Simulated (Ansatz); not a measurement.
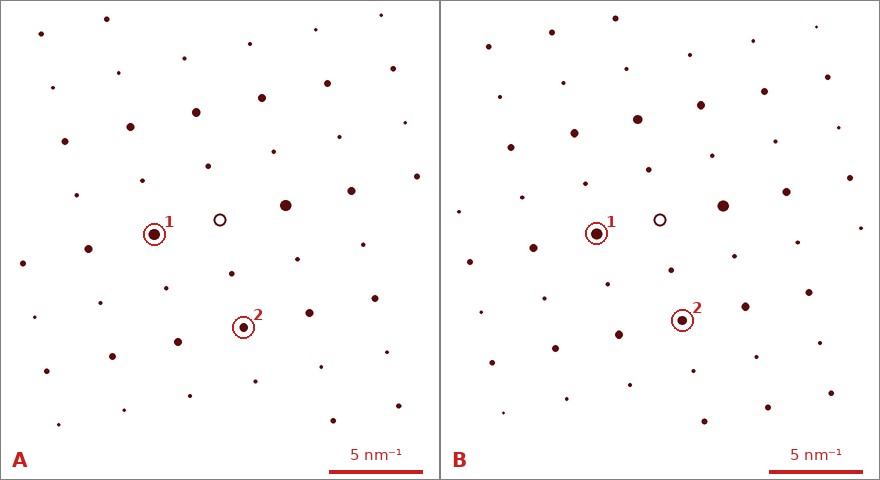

Kinematic electron diffraction patterns (300 kV, B = 0.5 Å², same scale) along [101] of the run's own cell, for the start and the end of one relaxation of SbBr with DFT PBE, scalar-relativistic, plane waves, PAW in Ansatz 0.2.0. k mesh 16×16×12. The start is a generated model structure, and the relaxation ends in the nearest stationary point of its symmetry, not necessarily the ground state. Spot 1 is -1 0 1 and spot 2 is 0 -2 0 in both.

Start structure:

```
Sb Br
1.0
     3.58121    0.00000    0.00000
     0.00000    3.58121    0.00000
     0.00000    0.00000    4.69394
Sb Br
1 1
Direct
  0.50000 0.50000 0.50000
  0.00000 0.00000 0.00000
```

Q: Which pattern belongs to the start structure, and which to the relaxed one?

A: B is the start: its cell gives d(1) = 2.847 Å, d(2) = 1.791 Å and an angle of 90.0°. A is the relaxed structure, with d(1) = 2.745 Å (-3.6 %), d(2) = 1.676 Å (-6.4 %) and 90.0°.

Q: Summarise the relaxation behind the change.

A: The volume changed by -10.7 % to 26.88 Å³ an atom; the fractional coordinates hardly changed; the space group stayed P4/mmm (No. 123); the free energy fell by 62 meV an atom. Relaxed cell: a = 3.352 Å, b = 3.352 Å, c = 4.787 Å, α = 90.00°, β = 90.00°, γ = 90.00°.
